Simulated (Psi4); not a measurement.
# HF/3-21G run of C3H7F (2-fluoropropane)

What is the energy change on altering one bond length of C3H7F (2-fluoropropane) at HF/3-21G? 

Program for the calculation: Psi4 1.11.

5 further runs of the same task are left out: 4 that didn't finish, 1 set aside as unsound or not needed.

## 1. The molecule

C3H7F: 11 atoms, total charge 0, spin state singlet. SMILES: `CC(C)F`. The coordinates come from a PBE0-D4/def2-TZVP relaxation.

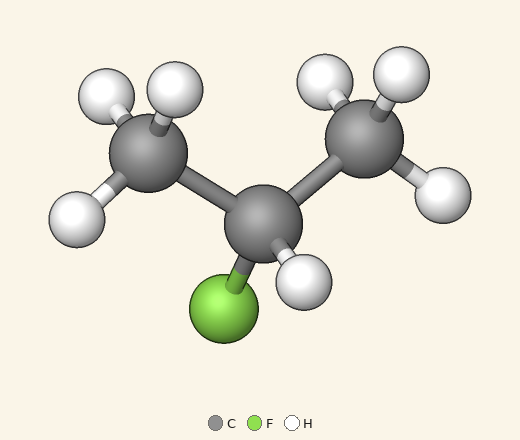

The structure, seen from a chosen angle (carbon grey, fluorine green, hydrogen white).

## 2. Energy and forces at HF/3-21G

Contents of calc.in:

```
memory 1600 MB

molecule m {
  0 1
  C
  C 1 R2
  C 2 R3 1 A3
  F 2 R4 3 A4 1 D4
  H 1 R5 2 A5 4 D5
  H 1 R6 5 A6 2 D6
  H 1 R7 5 A7 6 D7
  H 2 R8 4 A8 1 D8
  H 3 R9 2 A9 8 D9
  H 3 R10 9 A10 2 D10
  H 3 R11 10 A11 9 D11

  R2 = 1.507872
  R3 = 1.507821
  A3 = 113.85887
  R4 = 1.395975
  A4 = 108.25902
  D4 = 120.43626
  R5 = 1.091138
  A5 = 110.58045
  D5 = 56.8664
  R6 = 1.092402
  A6 = 108.41938
  D6 = -121.0406
  R7 = 1.092498
  A7 = 108.64619
  D7 = -117.70059
  R8 = 1.096392
  A8 = 105.93567
  D8 = 118.06034
  R9 = 1.092496
  A9 = 110.3566
  D9 = 178.72969
  R10 = 1.091133
  A10 = 108.63987
  D10 = 121.39149
  R11 = 1.092465
  A11 = 108.42862
  D11 = -117.69456
  symmetry c1
}

set basis 3-21G
set reference rhf
set puream true
set e_convergence 1e-09
set d_convergence 1e-08
set scf_type pk

energy_value, wavefunction = gradient('hf', return_wfn=True)
```

Launch:

```bash
$ psi4 -i calc.in -o calc.out -n 1
```

calc.out:

```text
[...]
  Running in c1 symmetry.
[...]
  Nuclear repulsion =  133.058594560611880
[...]
  Multiplicity = 1
[...]
  Nalpha       = 17
  Nbeta        = 17
[...]
    Number of basis functions: 50
[...]
   @RHF iter   1:  -215.86750724112144   -7.68122e-01   6.85603e-03 ADIIS/DIIS
[...]
   @RHF iter  11:  -215.93504910527511   -6.53699e-13   1.88354e-09 DIIS
[...]
    Orbital Energies [Eh]
    ---------------------
    Doubly Occupied:
       1A    -26.114654     2A    -11.252086     3A    -11.164910
       4A    -11.164506     5A     -1.552625     6A     -1.070043
       7A     -0.955776     8A     -0.813948     9A     -0.691678
      10A     -0.651565    11A     -0.641861    12A     -0.577175
      13A     -0.553828    14A     -0.540629    15A     -0.533325
      16A     -0.478888    17A     -0.471672
[...]
  @RHF Final Energy:  -215.93504910527511
   => Energetics <=
    Nuclear Repulsion Energy =            133.0585945606118798
    One-Electron Energy =                -559.5289522833295450
    Two-Electron Energy =                 210.5353086174425528
    Total Energy =                       -215.9350491052751124
[...]
 Multipole Moments:
 ------------------------------------------------------------------------------------
     Multipole            Electronic (a.u.)      Nuclear  (a.u.)        Total (a.u.)
 ------------------------------------------------------------------------------------
 L = 1.  Multiply by 2.5417464519 to convert [e a0] to [Debye]
 Dipole X            :         -3.1069390            3.7708795            0.6639404
 Dipole Y            :          3.7494503           -4.1922722           -0.4428219
 Dipole Z            :          2.4414950           -2.7297766           -0.2882816
 Magnitude           :                                                    0.8485366
[...]
  -Total Gradient:
     Atom            X                  Y                   Z
    ------   -----------------  -----------------  -----------------
       1       -0.002263928869     0.002483823554     0.014462179793
       2       -0.019467000268    -0.010127806888    -0.006550341998
       3       -0.002266436394     0.014275437083    -0.003571552783
       4        0.015501007927    -0.006179589356    -0.004034944356
       5        0.000600232627     0.005619352632    -0.002445649762
       6        0.005444366963    -0.002707945065    -0.002170578760
       7       -0.004429001110    -0.003898896259    -0.002478431573
       8        0.005252105812     0.007453092988     0.004846450348
       9       -0.004425298337    -0.003843271418    -0.002555610205
      10        0.000583365275     0.000039878044     0.006124386876
      11        0.005470586373    -0.003114075313    -0.001625907581
[...]
```

Run time: 1.9 s. Hardware: 1 thread of Intel Xeon Platinum 8488C (Sapphire Rapids), shared host; peak memory 0.19 GiB.

## 3. The distorted shape, same level

Contents of c3h7f.xyz:

```xyz
11
C3H7F
C     -0.375854     1.045280    -0.620036
C     -0.620954    -0.306420     0.001664
C      0.485046    -0.766020     0.917664
F     -0.755454    -1.242220    -1.025436
H     -1.183254     1.303580    -1.307036
H     -0.321954     1.814280     0.153964
H      0.707700     1.043900    -1.256000
H     -1.577954    -0.307020     0.536664
H      1.437146    -0.788520     0.382364
H      0.275946    -1.766520     1.299564
H      0.581446    -0.085420     1.766764
```

Contents of calc.py:

```python
import psi4

psi4.set_memory('1600 MB')
psi4.set_num_threads(1)
psi4.set_output_file('c3h7f.out', False)

with open('c3h7f.xyz') as f:
    atoms = ''.join(f.readlines()[2:])
geom = psi4.geometry('0 1\n' + atoms + 'symmetry c1')

psi4.set_options(dict(basis='3-21G', puream=True, e_convergence=1e-09, d_convergence=1e-08, scf_type='pk'))

result, w = psi4.gradient("hf", return_wfn=True)
psi4.oeprop(w, "MULLIKEN_CHARGES", "WIBERG_LOWDIN_INDICES", "DIPOLE")
print('gradient / Eh bohr^-1')
print(result.np.round(6))
print(f'energy = {w.energy():.10f} Eh')
for k, v in sorted(psi4.core.scalar_variables().items()):
    print(f'{k:45s} {v:18.10f}')
```

Launch:

```bash
$ python calc.py
```

c3h7f.out:

```text
[...]
  Running in c1 symmetry.
[...]
  Nuclear repulsion =  132.459215777304593
[...]
  Multiplicity = 1
[...]
  Nalpha       = 17
  Nbeta        = 17
[...]
    Number of basis functions: 50
[...]
   @RHF iter   1:  -215.85416661052088   -8.51886e-01   6.72602e-03 ADIIS/DIIS
[...]
   @RHF iter  11:  -215.92053455008477   -8.52651e-13   4.50332e-09 DIIS
[...]
  @RHF Final Energy:  -215.92053455008477
   => Energetics <=
    Nuclear Repulsion Energy =            132.4592157773045926
    One-Electron Energy =                -558.3426514540894914
    Two-Electron Energy =                 209.9629011267001033
    Total Energy =                       -215.9205345500847670
[...]
  -Total Gradient:
     Atom            X                  Y                   Z
    ------   -----------------  -----------------  -----------------
       1       -0.054087564550    -0.013762845557     0.032631445441
       2        0.013945837166    -0.001438074319    -0.009794746091
       3       -0.010741301179     0.001565922858    -0.010376653789
       4       -0.000464436687     0.010779719212     0.012566977080
       5       -0.007823590855     0.002209857793    -0.001412772532
       6       -0.002655208636     0.004624371787     0.006343313235
       7        0.065620988223     0.000096536618    -0.037836042080
       8       -0.009299164817    -0.003324341747     0.002506231443
       9        0.006202793347     0.000456773082    -0.002533606500
      10       -0.001157245373    -0.005249553927     0.002882242698
      11        0.000458893361     0.004041634202     0.005023611095
[...]
 Multipole Moments:
 ------------------------------------------------------------------------------------
     Multipole            Electronic (a.u.)      Nuclear  (a.u.)        Total (a.u.)
 ------------------------------------------------------------------------------------
 L = 1.  Multiply by 2.5417464519 to convert [e a0] to [Debye]
 Dipole X            :         -2.4121633            2.4998797            0.0877164
 Dipole Y            :         -3.7946916            4.3659065            0.5712149
 Dipole Z            :         -3.1048596            3.7400744            0.6352149
 Magnitude           :                                                    0.8587657
[...]
  Mulliken Charges: (a.u.)
   Center  Symbol    Alpha    Beta     Spin     Total
       1     C     3.29041  3.29041  0.00000 -0.58083
       2     C     2.91690  2.91690  0.00000  0.16620
       3     C     3.30803  3.30803  0.00000 -0.61607
       4     F     4.70806  4.70806  0.00000 -0.41613
       5     H     0.38585  0.38585  0.00000  0.22830
       6     H     0.39826  0.39826  0.00000  0.20348
       7     H     0.41671  0.41671  0.00000  0.16658
       8     H     0.39724  0.39724  0.00000  0.20553
       9     H     0.39013  0.39013  0.00000  0.21973
      10     H     0.38798  0.38798  0.00000  0.22405
      11     H     0.40042  0.40042  0.00000  0.19916
[...]
```

The script printed:

```text
gradient / Eh bohr^-1
[[-5.4088e-02 -1.3763e-02  3.2631e-02]
 [ 1.3946e-02 -1.4380e-03 -9.7950e-03]
 [-1.0741e-02  1.5660e-03 -1.0377e-02]
 [-4.6400e-04  1.0780e-02  1.2567e-02]
 [-7.8240e-03  2.2100e-03 -1.4130e-03]
 [-2.6550e-03  4.6240e-03  6.3430e-03]
 [ 6.5621e-02  9.7000e-05 -3.7836e-02]
 [-9.2990e-03 -3.3240e-03  2.5060e-03]
 [ 6.2030e-03  4.5700e-04 -2.5340e-03]
 [-1.1570e-03 -5.2500e-03  2.8820e-03]
 [ 4.5900e-04  4.0420e-03  5.0240e-03]]
energy = -215.9205345501 Eh
CURRENT ENERGY                                   -215.9205345501
CURRENT REFERENCE ENERGY                         -215.9205345501
DD SOLVATION ENERGY                                 0.0000000000
HF KINETIC ENERGY                                 215.2785984654
HF POTENTIAL ENERGY                              -431.1991330155
HF TOTAL ENERGY                                  -215.9205345501
HF VIRIAL RATIO                                     2.0029818853
NUCLEAR REPULSION ENERGY                          132.4592157773
ONE-ELECTRON ENERGY                              -558.3426514541
PCM POLARIZATION ENERGY                             0.0000000000
PE ENERGY                                           0.0000000000
SCF ITERATION ENERGY                             -215.9205345501
SCF ITERATIONS                                     11.0000000000
SCF TOTAL ENERGY                                 -215.9205345501
TWO-ELECTRON ENERGY                               209.9629011267
```

Wall time 1.9 s (1 thread of Intel Xeon Platinum 8488C (Sapphire Rapids), shared host); peak memory 0.19 GiB.

## 4. Results

Level: HF/3-21G.

| quantity | value |
| --- | --- |
| first shape: total energy | -215.93505 Eh |
| first shape: dipole moment | 2.16 D |
| first shape: HOMO energy | -12.83 eV |
| first shape: LUMO energy | 7.11 eV |
| first shape: HOMO–LUMO gap | 19.95 eV |
| first shape: largest force on an atom | 1.178 eV/Å |
| distorted shape: total energy | -215.92053 Eh |
| distorted shape: dipole moment | 2.18 D |
| distorted shape: HOMO energy | -12.67 eV |
| distorted shape: LUMO energy | 6.99 eV |
| distorted shape: HOMO–LUMO gap | 19.66 eV |
| distorted shape: largest force on an atom | 3.895 eV/Å |
| energy change with the C1–H7 bond stretched from 1.092 to 1.256 Å | 0.395 eV |

**Reading.** With the C1–H7 bond stretched from 1.092 to 1.256 Å the energy rises by 0.39 eV (9.1 kcal/mol). The first shape isn't relaxed at this level, so the change isn't measured from a minimum. The largest force (first shape) is 1.18 eV/Å: the shape isn't a stationary point for this species at this level.
